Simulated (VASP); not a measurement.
**CaRhO3: magnetic orders**

Aim: compare collinear orders of CaRhO3. The start is a computed cell from the Materials Project.

Method: PBEsol, DFT+U (Rh d 2 eV), spin-polarised, from parallel moments; plane waves and PAW (Ca_sv, Rh_pv, O), in the first sound run; inputs show where later runs differ, in VASP 6.6.1.

**1. The starting structure**

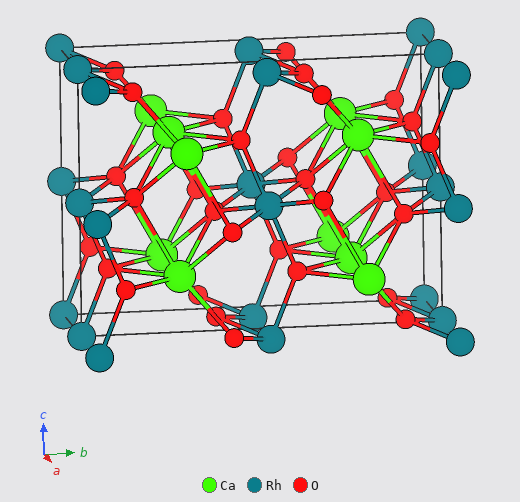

The cell as given, slightly off an axis (calcium green, rhodium blue, oxygen red). 2×1×1 cells are drawn. This picture shows the conventional cell, with its axes. Some periodic images of atoms are drawn too.

Structure file:

```
Ca Rh O
1.0
     1.55657   -4.90096    0.00000
     1.55657    4.90096    0.00000
     0.00000    0.00000    7.29759
Ca Rh O
2 2 6
Direct
  0.74984 0.25016 0.25000
  0.25016 0.74984 0.75000
  0.00000 0.00000 0.50000
  0.00000 0.00000 0.00000
  0.07551 0.92449 0.25000
  0.92449 0.07551 0.75000
  0.37341 0.62659 0.44780
  0.62659 0.37341 0.55220
  0.37341 0.62659 0.05220
  0.62659 0.37341 0.94780
```

**2. Magnetic order, 10 atoms, start order ferro**

Each run starts from other signs of the moments at the same geometry and cutoff; gentle mixing helps it keep them. Any wave vector in a name is a fraction of the reciprocal vectors of the first cell as typed.

Input file INCAR:

```
SYSTEM = CaRhO3
PREC = Normal
ENCUT = 480
EDIFF = 1E-06
NELM = 150
ISMEAR = -1
SIGMA = 0.05
LREAL = .FALSE.
ALGO = Normal
GGA = PS
NBANDS = 53
ISPIN = 2
MAGMOM = 0 0 1 1 0 0 0 0 0 0
LDAU = .TRUE.
LDAUTYPE = 2
LDAUL = -1 2 -1
LDAUU = 0 2 0
LDAUJ = 0 0 0
LDAUPRINT = 1
LASPH = .TRUE.
LMAXMIX = 4
LORBIT = 11
LWAVE = .FALSE.
LCHARG = .TRUE.
KPAR = 4
AMIX = 0.2
BMIX = 1E-04
AMIX_MAG = 0.8
BMIX_MAG = 1E-04
```

Input file POSCAR:

```
CaRhO3
1.0
    1.5565709103     -4.9009609359      0.0000000000
    1.5565709103      4.9009609359      0.0000000000
    0.0000000000      0.0000000000      7.2975860801
Ca Rh O
2 2 6
Direct
    0.7498370300      0.2501629700      0.2500000000
    0.2501629700      0.7498370300      0.7500000000
    0.0000000000      0.0000000000      0.5000000000
    0.0000000000      0.0000000000      0.0000000000
    0.0755089500      0.9244910500      0.2500000000
    0.9244910500      0.0755089500      0.7500000000
    0.3734113300      0.6265886700      0.4478044100
    0.6265886700      0.3734113300      0.5521955900
    0.3734113300      0.6265886700      0.0521955900
    0.6265886700      0.3734113300      0.9478044100
```

Input file KPOINTS:

```
Automatic mesh
0
Gamma
8 8 4
0 0 0
```

The projector-augmented-wave data sets are Ca_sv, Rh_pv and O (PBE family, release 64).

Launch:

```sh
$ mpirun -np 4 vasp_std
```

Log:

```text
[banner, memory and clock lines left out]
running    4 mpi-ranks, on    1 nodes
 distrk:  each k-point on    1 cores,    4 groups
 distr:  one band on    1 cores,    1 groups

 POSCAR found type information on POSCAR CaRhO
 POSCAR found :  3 types and      10 ions
|                                                                             |
|               ----> ADVICE to this user running VASP <----                  |
|                                                                             |
|     You enforced a specific xc type in the INCAR file but a different       |
|     [... a line on the potential file left out ...]
|     I HOPE YOU KNOW WHAT YOU ARE DOING!                                     |
|                                                                             |

 LDA part: xc-table for (Slater+PW92), standard interpolation
 POSCAR, INCAR and KPOINTS ok, starting setup
 FFT: planning ... GRIDC
 FFT: planning ... GRID_SOFT
 FFT: planning ... GRID
 WAVECAR not read
 entering main loop
       N       E                     dE             d eps       ncg     rms          rms(c)
DAV:   1     0.964796128375E+03    0.96480E+03   -0.46525E+04 13700   0.162E+03
DAV:   2     0.113396401189E+02   -0.95346E+03   -0.91957E+03 14389   0.498E+02
DAV:   3    -0.760555629016E+02   -0.87395E+02   -0.86097E+02 18485   0.142E+02
DAV:   4    -0.789270220575E+02   -0.28715E+01   -0.28611E+01 20166   0.227E+01
DAV:   5    -0.790424513011E+02   -0.11543E+00   -0.11537E+00 19906   0.346E+00    0.441E+01
DAV:   6    -0.658789613043E+02    0.13163E+02   -0.32124E+01 15351   0.347E+01    0.214E+01
DAV:   7    -0.661255743594E+02   -0.24661E+00   -0.42980E+00 14947   0.940E+00    0.192E+01
DAV:   8    -0.661448972937E+02   -0.19323E-01   -0.22175E-01 20538   0.273E+00    0.138E+01
DAV:   9    -0.661957265533E+02   -0.50829E-01   -0.12079E-01 15855   0.265E+00    0.513E+00
DAV:  10    -0.662021797047E+02   -0.64532E-02   -0.65611E-02 14607   0.189E+00    0.114E+00
DAV:  11    -0.662029655153E+02   -0.78581E-03   -0.14226E-02 16723   0.739E-01    0.672E-01
DAV:  12    -0.662032442689E+02   -0.27875E-03   -0.19361E-03 15294   0.264E-01    0.367E-01
DAV:  13    -0.662031727261E+02    0.71543E-04   -0.16135E-03 15438   0.236E-01    0.124E-01
DAV:  14    -0.662031882624E+02   -0.15536E-04   -0.33259E-04 17507   0.103E-01    0.736E-02
DAV:  15    -0.662032233719E+02   -0.35110E-04   -0.11014E-04 15171   0.431E-02    0.506E-02
DAV:  16    -0.662032294029E+02   -0.60310E-05   -0.19514E-05 15187   0.212E-02    0.405E-02
DAV:  17    -0.662032295320E+02   -0.12911E-06   -0.13822E-05 15008   0.191E-02    0.141E-02
DAV:  18    -0.662032302341E+02   -0.70210E-06   -0.20505E-06 10574   0.763E-03
   1 F= -.66203230E+02 E0= -.66188181E+02  d E =-.300986E-01  mag=     1.9990
```

Wall time 2.3 min (4 MPI ranks of Intel Xeon Platinum 8259CL at 2.50GHz (Skylake/Cascade Lake), shared host); peak memory 2.1 GiB.

Lines that name or quote the potential files are left out of all logs, and their timing lines are given in words.

Parts of OUTCAR (step 2):

```text
ion  position               nearest neighbor table
   1  0.750  0.250  0.250-   5 2.31   5 2.31   7 2.44   7 2.44   9 2.44   9 2.44  10 2.51   8 2.51
                             4 3.06   3 3.06
   2  0.250  0.750  0.750-   6 2.31   6 2.31  10 2.44   8 2.44   8 2.44  10 2.44   9 2.51   7 2.51
                             4 3.06   3 3.06
   3  0.000  0.000  0.500-   5 1.97   6 1.97   8 2.03   7 2.03   8 2.03   7 2.03   1 3.06   2 3.06

  LATTYP: Found a base centered orthorhombic cell.
 ALAT       =     3.1131418206
 B/A-ratio  =     3.1485625894
 C/A-ratio  =     2.3441225940

 Subroutine GETGRP returns: Found  8 space group operations
 (whereof  4 operations were pure point group operations)

The static configuration has the point symmetry C_2h.
 The point group associated with its full space group is D_2h.

 Found     63 irreducible k-points:

   k-points           NKPTS =     63   k-points in BZ     NKDIM =     63   number of bands    NBANDS=     53

   dimension x,y,z NGX =    28 NGY =   28 NGZ =   40
   dimension x,y,z NGXF=    56 NGYF=   56 NGZF=   80

   ENCUT  =  480.0 eV  35.28 Ry    5.94 a.u.   9.19  9.19 13.04*2*pi/ulx,y,z

   NELECT =      86.0000    total number of electrons

 k-points in reciprocal lattice and weights: Automatic mesh
   0.00000000  0.00000000  0.00000000       0.004
   0.12500000  0.00000000  0.00000000       0.016
   0.25000000  0.00000000  0.00000000       0.016
   0.37500000  0.00000000  0.00000000       0.016
   0.50000000  0.00000000  0.00000000       0.008
   0.12500000  0.12500000  0.00000000       0.008
   0.25000000  0.12500000  0.00000000       0.016
   0.37500000  0.12500000  0.00000000       0.016
   0.50000000  0.12500000  0.00000000       0.016
[...]
-0.37500000  0.37500000  0.50000000       0.008
   0.50000000  0.50000000  0.50000000       0.004

atom =   3  type =  2  l = 2

 onsite density matrix

spin component  1

  0.5165  0.0000  0.0000  0.1396  0.0000
  0.0000  0.8146 -0.1779  0.0000  0.0255
  0.0000 -0.1779  0.6199  0.0000  0.0536
  0.1396  0.0000  0.0000  0.9028  0.0000
  0.0000  0.0255  0.0536  0.0000  0.9107

spin component  2

  0.4568  0.0000  0.0000  0.0130  0.0000
  0.0000  0.7486 -0.1332  0.0000  0.0531
  0.0000 -0.1332  0.5795  0.0000  0.0301
  0.0130  0.0000  0.0000  0.5251  0.0000
  0.0000  0.0531  0.0301  0.0000  0.8917

 occupancies and eigenvectors

  o =  0.4544  v =  0.0000  0.0000  0.0000  0.0000  0.0000 -0.9835  0.0000  0.0000  0.1807  0.0000      0.0000  0.0000  0.0000  0.0000  0.0000  0.0000  0.0000  0.0000  0.0000  0.0000
  o =  0.4714  v = -0.9514  0.0000  0.0000  0.3078  0.0000  0.0000  0.0000  0.0000  0.0000  0.0000      0.0000  0.0000  0.0000  0.0000  0.0000  0.0000  0.0000  0.0000  0.0000  0.0000
  o =  0.4993  v =  0.0000  0.0000  0.0000  0.0000  0.0000  0.0000  0.4889  0.8622  0.0000 -0.1323      0.0000  0.0000  0.0000  0.0000  0.0000  0.0000  0.0000  0.0000  0.0000  0.0000
  o =  0.5058  v =  0.0000  0.5030  0.8521  0.0000 -0.1444  0.0000  0.0000  0.0000  0.0000  0.0000      0.0000  0.0000  0.0000  0.0000  0.0000  0.0000  0.0000  0.0000  0.0000  0.0000
  o =  0.5275  v =  0.0000  0.0000  0.0000  0.0000  0.0000 -0.1807  0.0000  0.0000 -0.9835  0.0000      0.0000  0.0000  0.0000  0.0000  0.0000  0.0000  0.0000  0.0000  0.0000  0.0000
  o =  0.8104  v =  0.0000  0.0000  0.0000  0.0000  0.0000  0.0000 -0.7969  0.5032  0.0000  0.3342      0.0000  0.0000  0.0000  0.0000  0.0000  0.0000  0.0000  0.0000  0.0000  0.0000
  o =  0.9100  v =  0.0000  0.0000  0.0000  0.0000  0.0000  0.0000  0.3547 -0.0579  0.0000  0.9332      0.0000  0.0000  0.0000  0.0000  0.0000  0.0000  0.0000  0.0000  0.0000  0.0000
  o =  0.9144  v =  0.0000 -0.6411  0.2558  0.0000 -0.7235  0.0000  0.0000  0.0000  0.0000  0.0000      0.0000  0.0000  0.0000  0.0000  0.0000  0.0000  0.0000  0.0000  0.0000  0.0000
  o =  0.9250  v =  0.0000 -0.5796  0.4565  0.0000  0.6750  0.0000  0.0000  0.0000  0.0000  0.0000      0.0000  0.0000  0.0000  0.0000  0.0000  0.0000  0.0000  0.0000  0.0000  0.0000
  o =  0.9479  v = -0.3078  0.0000  0.0000 -0.9514  0.0000  0.0000  0.0000  0.0000  0.0000  0.0000      0.0000  0.0000  0.0000  0.0000  0.0000  0.0000  0.0000  0.0000  0.0000  0.0000

atom =   4  type =  2  l = 2

 onsite density matrix

spin component  1

  0.5165  0.0000  0.0000 -0.1396  0.0000
  0.0000  0.8146  0.1779  0.0000 -0.0255
  0.0000  0.1779  0.6199  0.0000  0.0536
 -0.1396  0.0000  0.0000  0.9028  0.0000
  0.0000 -0.0255  0.0536  0.0000  0.9107

spin component  2

  0.4568  0.0000  0.0000 -0.0130  0.0000
  0.0000  0.7486  0.1332  0.0000 -0.0531
  0.0000  0.1332  0.5795  0.0000  0.0301
 -0.0130  0.0000  0.0000  0.5251  0.0000
  0.0000 -0.0531  0.0301  0.0000  0.8917

 occupancies and eigenvectors

  o =  0.4544  v =  0.0000  0.0000  0.0000  0.0000  0.0000  0.9835 -0.0000  0.0000  0.1807 -0.0000      0.0000  0.0000  0.0000  0.0000  0.0000  0.0000  0.0000  0.0000  0.0000  0.0000
  o =  0.4714  v = -0.9514  0.0000  0.0000 -0.3078  0.0000  0.0000  0.0000  0.0000  0.0000  0.0000      0.0000  0.0000  0.0000  0.0000  0.0000  0.0000  0.0000  0.0000  0.0000  0.0000
  o =  0.4993  v =  0.0000  0.0000  0.0000  0.0000  0.0000  0.0000  0.4889 -0.8622 -0.0000  0.1323      0.0000  0.0000  0.0000  0.0000  0.0000  0.0000  0.0000  0.0000  0.0000  0.0000
  o =  0.5058  v =  0.0000 -0.5030  0.8521  0.0000 -0.1444  0.0000  0.0000  0.0000  0.0000  0.0000      0.0000  0.0000  0.0000  0.0000  0.0000  0.0000  0.0000  0.0000  0.0000  0.0000
  o =  0.5275  v =  0.0000  0.0000  0.0000  0.0000  0.0000 -0.1807  0.0000 -0.0000  0.9835  0.0000      0.0000  0.0000  0.0000  0.0000  0.0000  0.0000  0.0000  0.0000  0.0000  0.0000
  o =  0.8104  v =  0.0000  0.0000  0.0000  0.0000  0.0000 -0.0000  0.7969  0.5032  0.0000  0.3342      0.0000  0.0000  0.0000  0.0000  0.0000  0.0000  0.0000  0.0000  0.0000  0.0000
  o =  0.9100  v =  0.0000  0.0000  0.0000  0.0000  0.0000  0.0000 -0.3547 -0.0579 -0.0000  0.9332      0.0000  0.0000  0.0000  0.0000  0.0000  0.0000  0.0000  0.0000  0.0000  0.0000
  o =  0.9144  v =  0.0000  0.6411  0.2558  0.0000 -0.7235  0.0000  0.0000  0.0000  0.0000  0.0000      0.0000  0.0000  0.0000  0.0000  0.0000  0.0000  0.0000  0.0000  0.0000  0.0000
  o =  0.9250  v =  0.0000  0.5796  0.4565  0.0000  0.6750  0.0000  0.0000  0.0000  0.0000  0.0000      0.0000  0.0000  0.0000  0.0000  0.0000  0.0000  0.0000  0.0000  0.0000  0.0000
  o =  0.9479  v = -0.3078  0.0000  0.0000  0.9514  0.0000  0.0000  0.0000  0.0000  0.0000  0.0000      0.0000  0.0000  0.0000  0.0000  0.0000  0.0000  0.0000  0.0000  0.0000  0.0000

 average (electrostatic) potential at core
       1 -41.8804       2 -41.8804       3 -77.5991       4 -77.5991       5 -69.6095
       6 -69.6095       7 -69.4842       8 -69.4842       9 -69.4842      10 -69.4842

 E-fermi :   5.2841

 spin component 1
 k-point     1 :       0.0000    0.0000    0.0000
  band No.  band energies     occupation
    ...
     40       3.8279      1.00000
     41       3.8806      1.00000
     42       4.6138      1.00000
     43       4.8163      0.99991
     44       4.9772      0.99785
     45       7.3710      0.00000
     46       7.9328      0.00000
     47       8.1690      0.00000
     48       8.6810      0.00000
     49      10.2707      0.00000
    ...

 k-point     2 :       0.1250    0.0000    0.0000
  band No.  band energies     occupation
    ...
     40       4.0810      1.00000
     41       4.2067      1.00000
     42       4.5189      1.00000
     43       4.6884      0.99999
     44       4.9229      0.99927
     45       7.3273      0.00000
     46       7.8084      0.00000
     47       7.9476      0.00000
     48       8.7268      0.00000
     49      10.6210      0.00000
    ...

 k-point     3 :       0.2500    0.0000    0.0000
  band No.  band energies     occupation
    ...
     40       4.1982      1.00000
     41       4.2886      1.00000
     42       4.3453      1.00000
     43       4.5431      1.00000
     44       4.8145      0.99992
     45       7.2615      0.00000
     46       7.6419      0.00000
     47       7.6441      0.00000
     48       8.8984      0.00000
     49      11.4245      0.00000
    ...

 k-point     4 :       0.3750    0.0000    0.0000
  band No.  band energies     occupation
    ...
     40       3.8443      1.00000
     41       3.9035      1.00000
     42       3.9079      1.00000
     43       4.8021      0.99993
     44       4.8264      0.99989
     45       7.2457      0.00000
     46       7.4719      0.00000
     47       7.5625      0.00000
     48       9.1587      0.00000
     49      11.6666      0.00000
    ...

 k-point     5 :       0.5000    0.0000    0.0000
  band No.  band energies     occupation
    ...
     40       3.3523      1.00000
     41       3.4403      1.00000
     42       3.7585      1.00000
     43       4.8735      0.99973
     44       4.8914      0.99961
     45       7.2512      0.00000
     46       7.3611      0.00000
     47       7.5726      0.00000
     48       9.3027      0.00000
     49      11.6428      0.00000
    ...

 k-point     6 :       0.1250    0.1250    0.0000
  band No.  band energies     occupation
    ...
     40       4.1931      1.00000
     41       4.2298      1.00000
     42       4.3353      1.00000
     43       4.5531      1.00000
     44       4.7954      0.99994
     45       7.2803      0.00000
     46       7.7071      0.00000
     47       7.7219      0.00000
     48       8.8585      0.00000
     49      11.4511      0.00000
    ...

  Total       -2.6087653     -2.3081374     -2.8370355      0.0000000     -0.0000000      0.0000000
  in kB      -37.5393042    -33.2133647    -40.8240401      0.0000000     -0.0000000      0.0000000
  external PRESSURE =     -37.1922363 kB  Pullay stress =       0.0000000 kB

  energy-cutoff  :      480.00
  volume of cell :      111.34
      direct lattice vectors                 reciprocal lattice vectors
     1.556570910 -4.900960936  0.000000000     0.321218903 -0.102020809  0.000000000
     1.556570910  4.900960936  0.000000000     0.321218903  0.102020809  0.000000000
     0.000000000  0.000000000  7.297586080     0.000000000  0.000000000  0.137031614

 POSITION                                       TOTAL-FORCE (eV/Angst)
 -----------------------------------------------------------------------------------
      1.55657     -2.44888      1.82440         0.000000      0.015519     -0.000000
      1.55657      2.44888      5.47319         0.000000     -0.015519     -0.000000
      0.00000      0.00000      3.64879         0.000000     -0.000000     -0.000000
      0.00000      0.00000      0.00000         0.000000     -0.000000     -0.000000
      1.55657      4.16083      1.82440         0.000000      0.022660     -0.000000
      1.55657     -4.16083      5.47319         0.000000     -0.022660     -0.000000
      1.55657      1.24081      3.26789         0.000000     -0.097383      0.043668
      1.55657     -1.24081      4.02969         0.000000      0.097383     -0.043668
      1.55657      1.24081      0.38090         0.000000     -0.097383     -0.043668
      1.55657     -1.24081      6.91668         0.000000      0.097383      0.043668
 -----------------------------------------------------------------------------------
    total drift:                                0.000000      0.000000      0.000000

  FREE ENERGIE OF THE ION-ELECTRON SYSTEM (eV)
  ---------------------------------------------------
  free  energy   TOTEN  =       -66.2032302341 eV

  energy  without entropy=      -66.1731315991  energy(sigma->0) =      -66.18818092

 total charge
# of ion       s       p       d       tot
------------------------------------------
    1        2.032   5.870   0.295   8.198
    2        2.032   5.870   0.295   8.198
    3        0.375   6.389   6.915  13.680
    4        0.375   6.389   6.915  13.680
    5        1.563   3.429   0.000   4.992
    6        1.563   3.429   0.000   4.992
    7        1.561   3.397   0.000   4.959
    8        1.561   3.397   0.000   4.959
    9        1.561   3.397   0.000   4.959
   10        1.561   3.397   0.000   4.959
--------------------------------------------------
tot         14.187  44.966  14.421  73.574

 magnetization (x)
# of ion       s       p       d       tot
------------------------------------------
    1        0.003   0.003   0.001   0.007
    2        0.003   0.003   0.001   0.007
    3        0.001   0.001   0.563   0.565
    4        0.001   0.001   0.563   0.565
    5        0.002   0.155   0.000   0.157
    6        0.002   0.155   0.000   0.157
    7        0.002   0.097   0.000   0.099
    8        0.002   0.097   0.000   0.099
    9        0.002   0.097   0.000   0.099
   10        0.002   0.097   0.000   0.099
--------------------------------------------------
tot          0.020   0.709   1.128   1.857

[... 6 further parts left out ...]
```

The magnetic state follows from one typed start and may not be the lowest. The PAW data sets were made with PBE, which is usual practice but a small mismatch for other functionals.

Numbers from this step:

```yaml
electronic_cycles: 18
electrons: 86
free_energy_toten: -66.2032 eV
energy_at_zero_smearing: -66.1882 eV
fermi_energy: 5.284 eV
moment_of_the_cell_from_the_last_line_of_the_log: 2 μB
metallic: yes
```

Spin moment in the PAW sphere by atom:

| atom | spin moment in the PAW sphere (μB) |
| --- | --- |
| Ca1 | 0.007 |
| Ca2 | 0.007 |
| Rh3 | 0.565 |
| Rh4 | 0.565 |
| O5 | 0.157 |
| O6 | 0.157 |
| O7 | 0.099 |
| O8 | 0.099 |
| O9 | 0.099 |
| O10 | 0.099 |

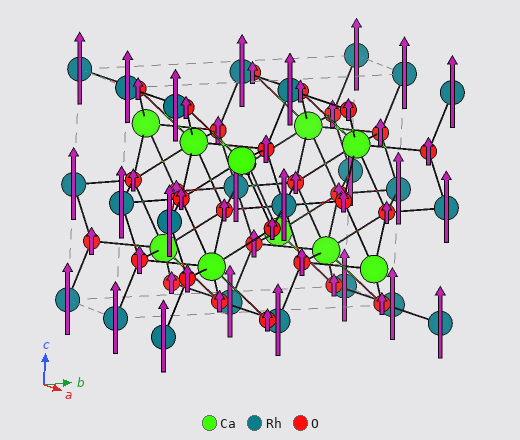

Spin moment in the PAW sphere as arrows, the longest 0.565 μB. Up and down stand for the sign. Arrows give size and sign along the axis of quantisation, drawn up and down the page. Each arrow also spans its atom, so small moments look longer than they are. 2×1×1 conventional cells are drawn. Some periodic images of atoms are drawn too.

Force by atom:

| atom | x (eV/Å) | y (eV/Å) | z (eV/Å) | size |
| --- | --- | --- | --- | --- |
| Ca1 | 0.000 | 0.016 | 0.000 | 0.016 |
| Ca2 | 0.000 | -0.016 | 0.000 | 0.016 |
| Rh3 | 0.000 | 0.000 | 0.000 | 0.000 |
| Rh4 | 0.000 | 0.000 | 0.000 | 0.000 |
| O5 | 0.000 | 0.023 | 0.000 | 0.023 |
| O6 | 0.000 | -0.023 | 0.000 | 0.023 |
| O7 | 0.000 | -0.097 | 0.044 | 0.107 |
| O8 | 0.000 | 0.097 | -0.044 | 0.107 |
| O9 | 0.000 | -0.097 | -0.044 | 0.107 |
| O10 | 0.000 | 0.097 | 0.044 | 0.107 |

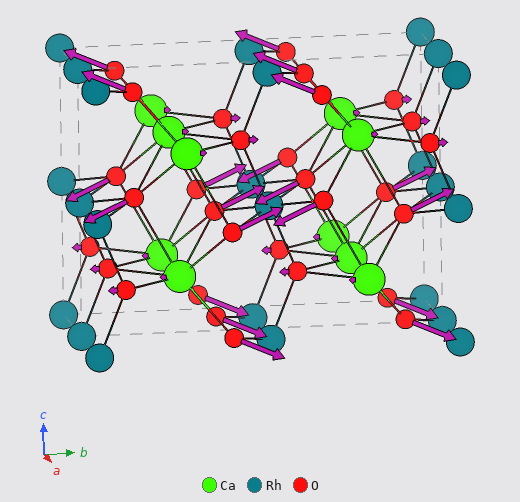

Force as arrows, the longest 0.107 eV/Å. 2×1×1 conventional cells are drawn. Some periodic images of atoms are drawn too.

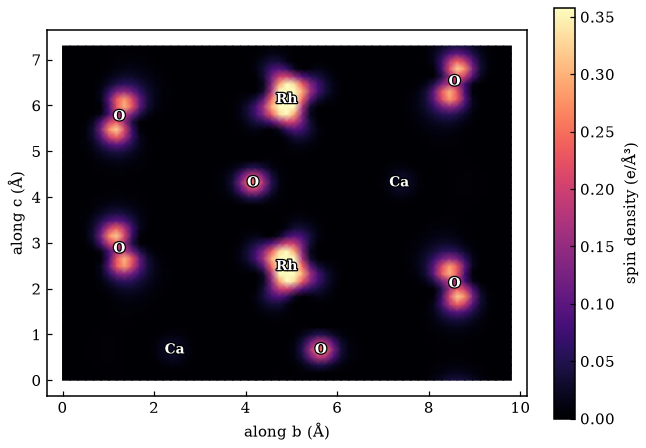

Spin density in the bc plane of the conventional cell at fractional x = 0.500, with atoms of Ca and Rh and O within 0.2 Å of it. The map starts off the cell's origin, so that atoms lie inside it.

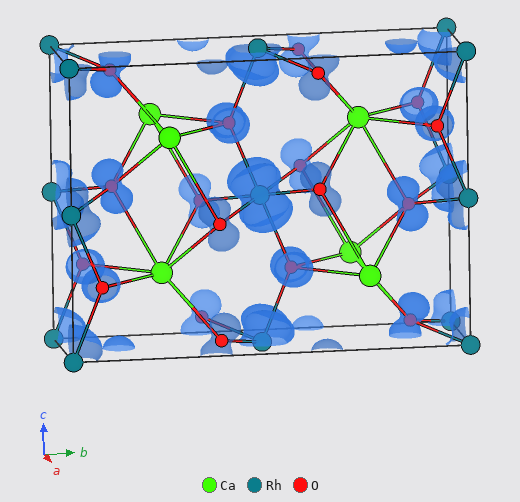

Surface of spin density = 0.071 e/Å³, which holds about 70 % of the integral of its size.

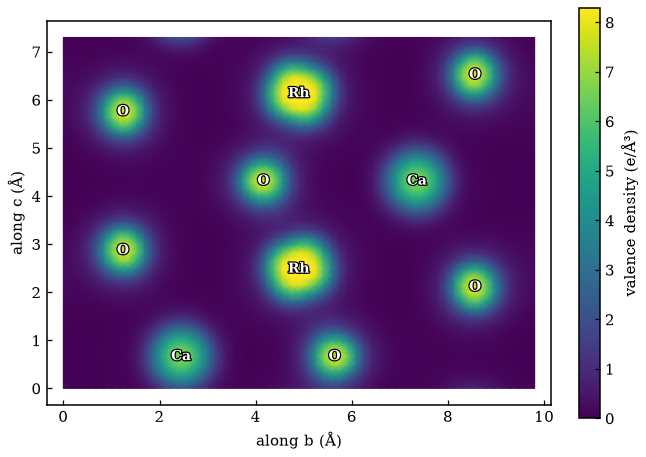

Valence density in the bc plane of the conventional cell at fractional x = 0.500, with atoms of Ca and Rh and O within 0.2 Å of it. It is the smooth field of the valence electrons, not physical close to the nuclei. The map starts off the cell's origin, so that atoms lie inside it.

The largest moment at the end is 0.56 μB, and the moments of the cell sum to 2.00 μB.

(Part 1 of 3 ends here.)

[Lines on the potential files, build, host, timing and source positions are cut from VASP's logs without a mark.]

[Logs are printed without paths, hosts, clocks, repeated set-up lines and the standing remarks that a program may print on its own settings, such as how far it seeks lower states.]

[Hosts, paths, dates, database ids (printed as entryN), source tags and the programs' standing remarks are cut or masked in the printed files.]

[Runs that stopped without an error message from VASP are left out.]

[In band tables of VASP the shares of atoms and orbitals are scaled to a sum of 1 inside the atoms' spheres.]
